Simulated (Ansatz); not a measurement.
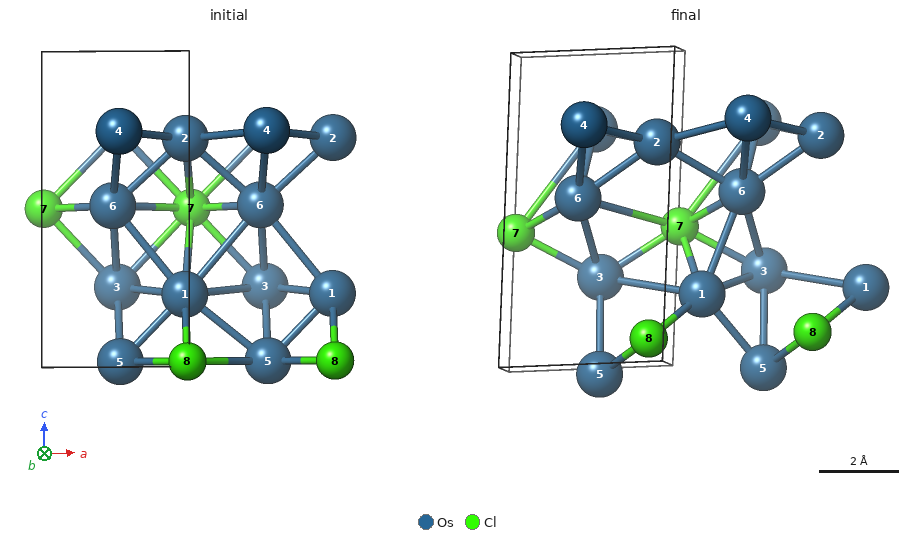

The structure of solid Os3Cl (built on the Cu3Au (L1_2)_221 type) (coarse preliminary run) before (left) and after (right) a relaxation, at one scale.

A ball-and-stick model of the cell of the calculation, repeated 2 × 1 × 1 with one cell outlined, seen along the b axis.

Method: DFT PBE, scalar-relativistic, plane waves, PAW in Ansatz 0.2.0. Settings: plane-wave cutoff 420 eV; k-point mesh 6 × 6 × 4; occupations gaussian; smearing width 0.1 eV; no spin polarisation; cell and atoms relaxed; force threshold 0.015 eV/Å; at most 120 steps.

What changed between the two?

The run was cut off at its time limit before the relaxation converged, so the last structure is only a point on the way. Over 9 geometry steps the energy falls by 472 meV per atom. Largest force component: 2.5 eV/Å at the start, 0.86 eV/Å at the end. Pressure: 15.39 GPa at the start and 0.00 GPa at the end. Os1 moves most relative to the cell: 0.93 Å roughly along +a. Largest moves by element: Os 0.93 Å, Cl 0.60 Å. The drawn cell changes as follows: a 3.741 → 4.167 Å (+11.4 %), b 3.917 → 4.070 Å (+3.9 %), c 7.998 → 7.979 Å (−0.2 %), α 90.2° → 93.3°, β 89.7° → 85.6°, γ 88.6° → 81.6°; the volume changes by +13.7 %. Among the contacts that change: Os1–Os3 2.659 → 3.735 Å, Os1–Os6 2.901 → 3.977 Å, Os5–Cl8 2.714 → 3.682 Å, Os1–Os5 2.362 → 3.304 Å. Bonds break: Os1–Os3 (2.66 → 3.74 Å), Os1–Os5 (2.36 → 3.30 Å), Os1–Os6 (2.90 → 3.98 Å), Os3–Os5 (2.75 → 3.67 Å). Among the angles between lasting bonds that change: Os1–Cl8–Os5 122.8° → 169.5°, Os1–Cl8–Os5 123.5° → 165.9°, Os1–Cl8–Os3 63.7° → 104.5°. The space group stays P1 (No. 1).
